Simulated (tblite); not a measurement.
# Geometry relaxation, with input and output: C5H11ClOSi2 (part 1 of 2)

- system: C5H11ClOSi2, SMILES [SiH3]OC[Si]1(Cl)CC=CC1
- method: GFN2-xTB geometry optimisation, gas phase (tblite 0.8.0)

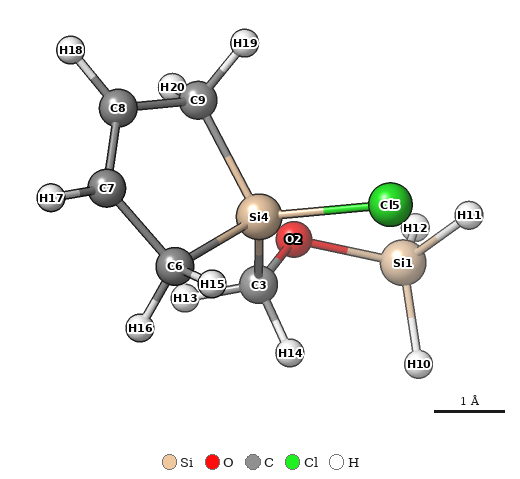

The input geometry (ball-and-stick view, seen at a tilt; atoms are numbered from 1 in the order of the input). Bond lengths as drawn: Cl–Si 2.06 Å, C–C 1.34 to 1.51 Å, C–H 1.09 to 1.10 Å, C–O 1.44 Å, C–Si 1.87 to 1.92 Å, H–Si 1.47 to 1.48 Å and O–Si 1.68 Å.

The input:
```
{"job": {"xc": "GFN2-xTB", "basis": "xTB", "kind": "relax"}, "charge": 0, "multiplicity": 1}
Si     3.592600     0.426700    -0.435800
O      2.128300     0.161500    -1.218000
C      1.174500    -0.739500    -0.631000
Si    -0.245200     0.005600     0.339600
Cl     0.348200     0.715900     2.177200
C     -1.725700    -1.206200     0.550700
C     -2.869400    -0.506300    -0.144700
C     -2.643300     0.697900    -0.698900
C     -1.257600     1.289400    -0.614100
H      4.149000    -0.872500    -0.002500
H      3.347800     1.284900     0.747100
H      4.512500     1.101800    -1.366300
H      0.708100    -1.253600    -1.478400
H      1.660400    -1.525300    -0.050800
H     -1.954500    -1.359500     1.612000
H     -1.508700    -2.162800     0.084500
H     -3.846100    -0.978700    -0.167600
H     -3.440400     1.234300    -1.210000
H     -1.292000     2.250900    -0.077400
H     -0.843700     1.446100    -1.610100
```

The first line tells a small driver script what to run in tblite; the rest is the geometry in Å.

Command:
```bash
OMP_NUM_THREADS=1 python <driver script> task.json out
```

Log:
```
step      E/eV     max force
  0    -773.76616    1.524
  1    -773.85107    0.914
  2    -773.89709    0.477
  3    -773.91592    0.375
  4    -773.94207    0.313
  5    -773.95170    0.301
  6    -773.97175    0.297
  7    -773.98380    0.259
  8    -773.99291    0.209
  9    -773.99839    0.176
 10    -774.00324    0.170
 11    -774.00815    0.186
 12    -774.01326    0.165
 13    -774.01756    0.140
 14    -774.02094    0.138
 15    -774.02356    0.127
 16    -774.02552    0.119
 17    -774.02682    0.070
 18    -774.02763    0.072
 19    -774.02831    0.063
 20    -774.02912    0.075
 21    -774.03004    0.079
 22    -774.03095    0.072
 23    -774.03167    0.083
 24    -774.03221    0.072
 25    -774.03274    0.058
 26    -774.03324    0.059
 27    -774.03367    0.045
 28    -774.03401    0.040
 29    -774.03428    0.035
 30    -774.03428    0.035
 31    -774.03440    0.032
 32    -774.03463    0.031
 33    -774.03472    0.029
 34    -774.03496    0.031
 35    -774.03514    0.038
 36    -774.03529    0.029
 37    -774.03543    0.046
 38    -774.03561    0.050
 39    -774.03581    0.035
 40    -774.03598    0.031
 41    -774.03615    0.032
 42    -774.03632    0.046
 43    -774.03653    0.045
 44    -774.03676    0.034
 45    -774.03700    0.036
 46    -774.03726    0.046
 47    -774.03754    0.058
 48    -774.03779    0.045
 49    -774.03799    0.031
 50    -774.03817    0.030
 51    -774.03837    0.043
 52    -774.03858    0.051
 53    -774.03879    0.040
 54    -774.03898    0.031
 55    -774.03916    0.028
 56    -774.03932    0.028
 57    -774.03946    0.027
 58    -774.03959    0.031
 59    -774.03973    0.034
 60    -774.03990    0.030
 61    -774.04007    0.028
 62    -774.04019    0.027
 63    -774.04027    0.019
 64    -774.04033    0.018
 65    -774.04039    0.017
 66    -774.04045    0.019
 67    -774.04050    0.018
 68    -774.04053    0.016
 69    -774.04056    0.013
 70    -774.04061    0.021
 71    -774.04067    0.026
 72    -774.04074    0.023
 73    -774.04080    0.021
 74    -774.04085    0.020
 75    -774.04091    0.031
 76    -774.04101    0.042
 77    -774.04113    0.038
 78    -774.04124    0.028
 79    -774.04135    0.025
 80    -774.04145    0.033
 81    -774.04157    0.042
 82    -774.04168    0.031
 83    -774.04176    0.019
 84    -774.04181    0.024
 85    -774.04186    0.025
 86    -774.04191    0.018
 87    -774.04194    0.013
 88    -774.04198    0.015
 89    -774.04202    0.027
 90    -774.04209    0.035
 91    -774.04218    0.030
 92    -774.04226    0.022
 93    -774.04232    0.020
 94    -774.04239    0.028
 95    -774.04247    0.032
 96    -774.04257    0.024
 97    -774.04267    0.021
 98    -774.04280    0.034
 99    -774.04296    0.052
100    -774.04314    0.052
101    -774.04327    0.030
102    -774.04332    0.015
103    -774.04335    0.016
104    -774.04338    0.020
105    -774.04342    0.023
106    -774.04347    0.021
107    -774.04352    0.017
108    -774.04356    0.020
109    -774.04361    0.023
110    -774.04365    0.018
111    -774.04367    0.009
112    -774.04368    0.009
113    -774.04369    0.009
114    -774.04370    0.009
115    -774.04371    0.008
116    -774.04372    0.007
117    -774.04373    0.006
118    -774.04373    0.006
119    -774.04374    0.006
120    -774.04375    0.007
121    -774.04376    0.007
122    -774.04377    0.007
123    -774.04378    0.009
124    -774.04379    0.009
125    -774.04380    0.005
126    -774.04380    0.005
127    -774.04381    0.005
128    -774.04381    0.005
129    -774.04382    0.006
130    -774.04382    0.007
131    -774.04383    0.007
132    -774.04384    0.007
133    -774.04385    0.007
134    -774.04386    0.007
135    -774.04387    0.007
136    -774.04388    0.007
137    -774.04389    0.006
138    -774.04390    0.006
139    -774.04390    0.006
140    -774.04391    0.005
141    -774.04391    0.004
142    -774.04392    0.004
143    -774.04392    0.005
144    -774.04392    0.004
145    -774.04393    0.006
146    -774.04393    0.006
147    -774.04394    0.008
148    -774.04395    0.012
149    -774.04397    0.014
150    -774.04400    0.014
151    -774.04404    0.012
152    -774.04408    0.016
153    -774.04413    0.018
154    -774.04421    0.026
155    -774.04431    0.030
156    -774.04439    0.023
157    -774.04445    0.018
158    -774.04451    0.019
159    -774.04457    0.020
160    -774.04464    0.022
161    -774.04470    0.017
162    -774.04473    0.012
163    -774.04475    0.010
164    -774.04477    0.010
165    -774.04478    0.007
166    -774.04479    0.005
167    -774.04479    0.006
168    -774.04480    0.008
169    -774.04481    0.009
170    -774.04482    0.010
171    -774.04483    0.009
172    -774.04484    0.006
173    -774.04485    0.005
174    -774.04486    0.007
175    -774.04486    0.007
176    -774.04487    0.006
177    -774.04487    0.006
178    -774.04488    0.006
179    -774.04489    0.005
180    -774.04489    0.010
181    -774.04490    0.007
182    -774.04491    0.009
183    -774.04492    0.010
184    -774.04494    0.011
185    -774.04496    0.013
186    -774.04500    0.015
187    -774.04505    0.016
188    -774.04511    0.016
189    -774.04519    0.020
190    -774.04527    0.021
191    -774.04535    0.020
192    -774.04545    0.027
193    -774.04552    0.033
194    -774.04570    0.044
195    -774.04589    0.047
196    -774.04614    0.029
197    -774.04629    0.050
198    -774.04651    0.028
199    -774.04666    0.024
200    -774.04689    0.030
201    -774.04703    0.032
202    -774.04722    0.032
203    -774.04744    0.031
204    -774.04761    0.030
205    -774.04786    0.034
206    -774.04803    0.036
207    -774.04817    0.039
208    -774.04822    0.054
209    -774.04832    0.044
210    -774.04846    0.026
211    -774.04859    0.028
212    -774.04873    0.030
213    -774.04885    0.024
214    -774.04898    0.025
215    -774.04912    0.033
216    -774.04925    0.034
217    -774.04940    0.029
218    -774.04953    0.021
219    -774.04962    0.018
220    -774.04969    0.019
221    -774.04981    0.023
222    -774.04991    0.028
223    -774.04999    0.026
224    -774.05003    0.021
225    -774.05010    0.013
226    -774.05014    0.011
227    -774.05016    0.011
228    -774.05018    0.008
229    -774.05020    0.010
230    -774.05022    0.011
231    -774.05024    0.010
232    -774.05026    0.008
233    -774.05027    0.006
234    -774.05028    0.006
235    -774.05029    0.009
236    -774.05030    0.009
237    -774.05030    0.006
238    -774.05031    0.006
239    -774.05032    0.005
240    -774.05032    0.005
241    -774.05033    0.004
242    -774.05033    0.003
```

Trajectory as extended XYZ (Å, eV, eV/Å), 12 frames, from step=0 to step=242:
```
20
Properties=species:S:1:pos:R:3:forces:R:3 step=0 energy=-773.76616
Si    3.5926    0.4267   -0.4358   -0.6950   0.1460  -0.2200
O     2.1283    0.1615   -1.2180    0.7550  -0.3410   1.2790
C     1.1745   -0.7395   -0.6310    0.5940  -0.1860  -1.0630
Si   -0.2452    0.0056    0.3396   -0.4600   0.4250   0.9760
Cl    0.3482    0.7159    2.1772   -0.0080  -0.1210  -0.2930
C    -1.7257   -1.2062    0.5507    0.1620   0.4620   0.0100
C    -2.8694   -0.5063   -0.1447    0.3770   0.9540  -0.3400
C    -2.6433    0.6979   -0.6989   -0.2530  -1.0740   0.4030
C    -1.2576    1.2894   -0.6141   -0.3040   0.2190   0.1080
H     4.1490   -0.8725   -0.0025   -0.1250   0.1730  -0.0800
H     3.3478    1.2849    0.7471    0.0480  -0.2220  -0.2210
H     4.5125    1.1018   -1.3663   -0.4590  -0.2030   0.0040
H     0.7081   -1.2536   -1.4784    0.0780  -0.0520  -0.1610
H     1.6604   -1.5253   -0.0508    0.2350   0.0850   0.0520
H    -1.9545   -1.3595    1.6120   -0.0760  -0.1650  -0.2970
H    -1.5087   -2.1628    0.0845   -0.2380  -0.2020   0.0990
H    -3.8461   -0.9787   -0.1676    0.2270   0.0620   0.0170
H    -3.4404    1.2343   -1.2100    0.3190  -0.0320   0.1350
H    -1.2920    2.2509   -0.0774   -0.0290  -0.1810  -0.4010
H    -0.8437    1.4461   -1.6101   -0.1470   0.2540  -0.0050
20
Properties=species:S:1:pos:R:3:forces:R:3 step=22 energy=-774.03095
Si    3.5772    0.4401   -0.3513   -0.0320   0.0100  -0.0260
O     2.1552    0.1133   -1.0540   -0.0070  -0.0500   0.0230
C     1.1686   -0.8075   -0.6612    0.0070   0.0030   0.0040
Si   -0.2437    0.0148    0.3421    0.0240   0.0070  -0.0260
Cl    0.4698    0.7093    2.1121   -0.0160  -0.0200  -0.0630
C    -1.7131   -1.1885    0.5491    0.0090   0.0160   0.0120
C    -2.8453   -0.4878   -0.1429   -0.0080   0.0010   0.0170
C    -2.6346    0.6930   -0.6979    0.0010   0.0010   0.0050
C    -1.2648    1.3068   -0.6264   -0.0050  -0.0070   0.0150
H     4.2198   -0.8067    0.0686    0.0550  -0.0460   0.0010
H     3.4408    1.2909    0.8294   -0.0270   0.0350   0.0290
H     4.2281    1.0935   -1.4724    0.0350   0.0430  -0.0150
H     0.7693   -1.2537   -1.5790    0.0140   0.0130   0.0380
H     1.6231   -1.6157   -0.0770   -0.0100   0.0020  -0.0420
H    -1.9714   -1.3685    1.5927   -0.0340  -0.0190   0.0010
H    -1.5481   -2.1669    0.0952   -0.0170   0.0060   0.0200
H    -3.8096   -0.9731   -0.1620   -0.0110  -0.0020  -0.0010
H    -3.4163    1.2424   -1.2019    0.0200   0.0030  -0.0010
H    -1.3193    2.2745   -0.1240   -0.0040   0.0060  -0.0250
H    -0.8909    1.5005   -1.6336    0.0070  -0.0010   0.0330
20
Properties=species:S:1:pos:R:3:forces:R:3 step=44 energy=-774.03676
Si    3.5798    0.4504   -0.3431   -0.0210   0.0010  -0.0160
O     2.1718    0.0850   -1.0532   -0.0150  -0.0110  -0.0280
C     1.1744   -0.8273   -0.6731    0.0000  -0.0140   0.0010
Si   -0.2407   -0.0042    0.3267   -0.0130   0.0130   0.0150
Cl    0.4734    0.6931    2.0907    0.0200   0.0030   0.0140
C    -1.7261   -1.1849    0.5614   -0.0040   0.0100  -0.0100
C    -2.8532   -0.4779   -0.1339    0.0050   0.0130  -0.0070
C    -2.6310    0.6969   -0.6981   -0.0020  -0.0170   0.0000
C    -1.2560    1.2999   -0.6303   -0.0160  -0.0110  -0.0060
H     4.2881   -0.7708    0.0532    0.0090  -0.0150   0.0110
H     3.3886    1.2798    0.8463    0.0140   0.0150   0.0160
H     4.2136    1.1403   -1.4550   -0.0020   0.0320   0.0100
H     0.7746   -1.2612   -1.5953    0.0060   0.0020  -0.0070
H     1.6188   -1.6463   -0.0989    0.0010  -0.0180   0.0070
H    -1.9859   -1.3470    1.6087    0.0080  -0.0040  -0.0200
H    -1.5801   -2.1724    0.1209   -0.0140   0.0040   0.0170
H    -3.8219   -0.9556   -0.1490    0.0060   0.0140   0.0000
H    -3.4055    1.2509   -1.2079    0.0060  -0.0020   0.0070
H    -1.3053    2.2683   -0.1277    0.0170  -0.0170  -0.0120
H    -0.8826    1.4938   -1.6370   -0.0050   0.0020   0.0080
20
Properties=species:S:1:pos:R:3:forces:R:3 step=66 energy=-774.04045
Si    3.5478    0.4747   -0.3327   -0.0010  -0.0030  -0.0040
O     2.1688    0.0525   -1.0682   -0.0060   0.0020  -0.0040
C     1.1776   -0.8674   -0.6881   -0.0060  -0.0010   0.0070
Si   -0.2304   -0.0337    0.3157    0.0130   0.0000   0.0140
Cl    0.5084    0.6546    2.0761   -0.0130  -0.0050  -0.0100
C    -1.7389   -1.1789    0.5734    0.0120  -0.0020   0.0030
C    -2.8546   -0.4572   -0.1233    0.0000  -0.0030   0.0040
C    -2.6125    0.7067   -0.7004    0.0000   0.0020  -0.0040
C    -1.2257    1.2812   -0.6477    0.0130  -0.0050   0.0050
H     4.3229   -0.7191    0.0239    0.0030   0.0030   0.0010
H     3.3206    1.2531    0.8857    0.0040  -0.0030   0.0010
H     4.1352    1.2530   -1.4108    0.0010   0.0040  -0.0070
H     0.7795   -1.2996   -1.6117   -0.0050   0.0060   0.0030
H     1.6251   -1.6873   -0.1168    0.0070   0.0060   0.0060
H    -1.9920   -1.3156    1.6253   -0.0050  -0.0020   0.0030
H    -1.6216   -2.1783    0.1534   -0.0010  -0.0030  -0.0090
H    -3.8326   -0.9147   -0.1262   -0.0110   0.0050  -0.0030
H    -3.3782    1.2720   -1.2099   -0.0100   0.0050  -0.0040
H    -1.2492    2.2547   -0.1543    0.0040   0.0010   0.0010
H    -0.8554    1.4600   -1.6581    0.0030  -0.0080  -0.0020
```
